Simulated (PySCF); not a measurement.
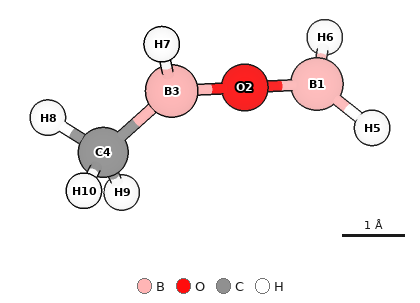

Fig. 1: The structure as given in the input (ball-and-stick view, seen at a tilt; atoms are numbered from 1 in the order of the input).

## CH6B2O: NMR shielding calculation

- system: CH6B2O, SMILES BOBC
- method: GIAO LC-wPBE/pcSseg-2 NMR shielding, non-relativistic, gas phase (PySCF 2.14.0)

The geometry comes from this level: PBE0-D3(BJ)/def2-SVP. Figures and captions count atoms from 1; the log counts them from 0 in places.

**Output**
```
coarse grid: 8064 points
cycle   1  E = -166.5841147866  dE =  3.530e-01  |g| = 6.328e-01  |ddm| = 1.945e+00
cycle   2  E = -166.5785895655  dE =  5.525e-03  |g| = 7.250e-01  |ddm| = 5.075e-01
cycle   3  E = -166.6621793197  dE = -8.359e-02  |g| = 4.708e-02  |ddm| = 2.684e-01
cycle   4  E = -166.6628849564  dE = -7.056e-04  |g| = 2.245e-02  |ddm| = 7.039e-02
cycle   5  E = -166.6630160703  dE = -1.311e-04  |g| = 3.313e-03  |ddm| = 1.859e-02
cycle   6  E = -166.6630210600  dE = -4.990e-06  |g| = 7.238e-04  |ddm| = 5.903e-03
final grid: 77064 points
cycle   7  E = -166.6628040191  dE = -1.035e-04  |g| = 3.925e-03  |ddm| = 5.630e-02
cycle   8  E = -166.6628057941  dE = -1.775e-06  |g| = 2.887e-03  |ddm| = 3.690e-03
cycle   9  E = -166.6628072696  dE = -1.475e-06  |g| = 6.189e-04  |ddm| = 1.676e-03
cycle  10  E = -166.6628073347  dE = -6.517e-08  |g| = 3.004e-04  |ddm| = 6.052e-04
cycle  11  E = -166.6628073635  dE = -2.878e-08  |g| = 4.185e-05  |ddm| = 2.042e-04
cycle  12  E = -166.6628073646  dE = -1.058e-09  |g| = 1.393e-05  |ddm| = 7.576e-05
cycle  13  E = -166.6628073647  dE = -1.071e-10  |g| = 2.201e-06  |ddm| = 3.328e-05
```

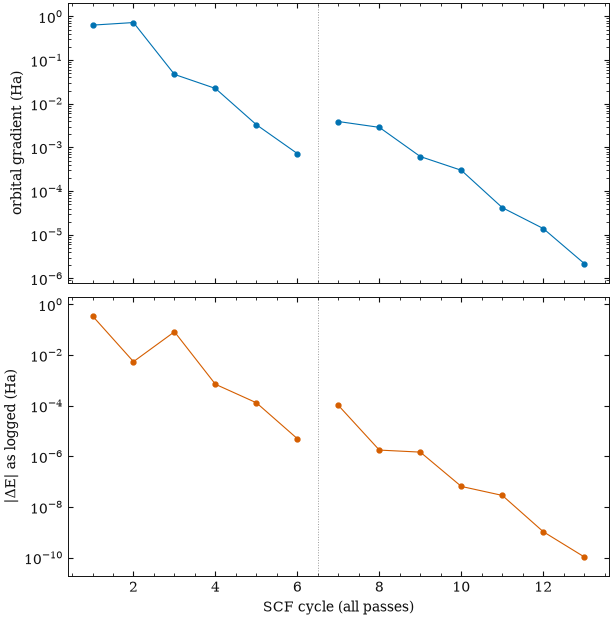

Fig. 2: Convergence of the self-consistent field: orbital gradient and size of the energy change against the SCF cycle. The dotted line marks the change from a coarse to the final integration grid. The first 6 cycles use a coarse grid, the final grid takes over at cycle 7, and the field converges after 13 cycles in all.

```
converged SCF energy = -166.6628073647

GIAO shielding tensors (ppm)
atom      isotropic    diamagn.    paramagn.     s11        s22        s33       span
  0 B       53.804     193.594    -139.790      2.778     50.516    108.117    105.340
  1 O       11.463     405.373    -393.910   -122.551     45.448    111.491    234.042
  2 B       49.870     194.053    -144.183    -11.202     58.312    102.499    113.700
  3 C      178.412     242.947     -64.536    160.919    179.064    195.253     34.334
  4 H       25.890      29.390      -3.499     25.383     25.786     26.502      1.119
  5 H       25.890      28.901      -3.011     25.381     25.795     26.493      1.112
  6 H       25.817      28.754      -2.937     24.462     24.654     28.333      3.871
  7 H       30.583      28.828       1.755     27.382     28.258     36.109      8.727
  8 H       30.923      30.829       0.094     27.561     28.978     36.230      8.669
  9 H       30.547      29.180       1.366     27.355     28.224     36.060      8.705
```

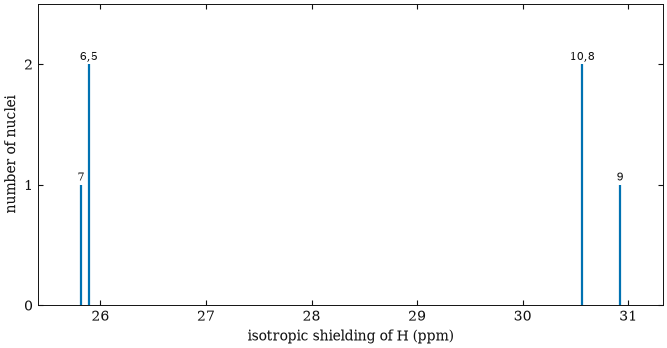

Fig. 3: Isotropic shieldings of the hydrogen nuclei in this fixed geometry, labelled by atom number; shielding grows to the right, so chemical shift grows to the left. The least shielded is H7 (25.8 ppm), the most shielded H9 (30.9 ppm).

The run was set up as follows.

**Input**
```
{"job": {"kind": "nmr", "xc": "LC-wPBE", "basis": "pcSseg-2", "pop": false}, "charge": 0, "multiplicity": 1}
B      2.231594    -0.387610     0.237608
O      1.056999     0.134421    -0.108633
B     -0.130028     0.651699    -0.462469
C     -1.452259    -0.174274    -0.328057
H      2.614438    -0.251345     1.378302
H      2.874815    -0.982529    -0.598334
H     -0.120371     1.787523    -0.890443
H     -1.922209    -0.280524    -1.321134
H     -1.313819    -1.173830     0.108237
H     -2.180576     0.387229     0.281577
```

The first line tells a small driver script what to run in PySCF; the rest is the geometry in Å.

Launched with:
```bash
OMP_NUM_THREADS=1 python <driver script> task.json out
```

**Key numbers**

- outcome: converged
- total energy: −166.662807 hartree
- HOMO: −11.41 eV
- LUMO: 1.53 eV
- dipole moment: 0.72 D
- isotropic shielding, B: 49.9 to 53.8 ppm
- isotropic shielding, O: 11.5 ppm
- isotropic shielding, C: 178.4 ppm
- isotropic shielding, H: 25.8 to 30.9 ppm
- hardware: 1 CPU thread, shared host
- wall time: 29 s
- peak memory: 0.92 GiB
